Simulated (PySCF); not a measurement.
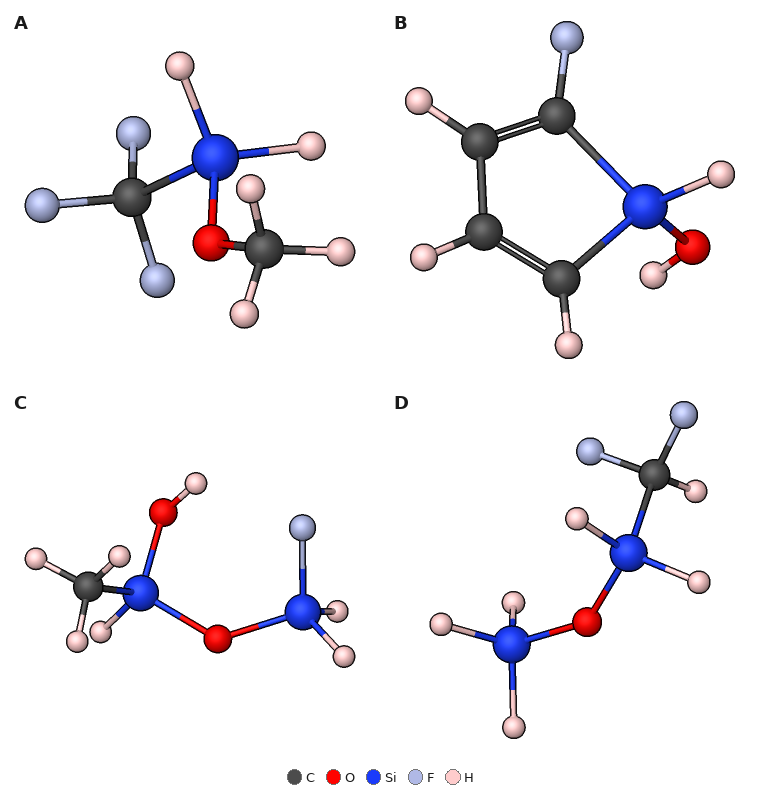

Source: calculation with PySCF.

```xyz
12
charge 0, multiplicity 1
C     2.1700   -0.0519   -0.0367
O     0.7979   -0.3363   -0.0847
Si   -0.3936    0.3994    0.7885
C    -2.0358   -0.3800    0.1560
F    -2.1129   -1.6947    0.3972
F    -2.2075   -0.2032   -1.1596
F    -3.0779    0.2012    0.7767
H     2.6908   -0.7244   -0.7335
H     2.3847    0.9888   -0.3399
H     2.5904   -0.2130    0.9723
H    -0.4623    1.8676    0.5348
H    -0.2906    0.1245    2.2503
```

> Which panel shows the molecule in this file?

A. The file holds C2H5F3OSi, `CO[SiH2]C(F)(F)F`.
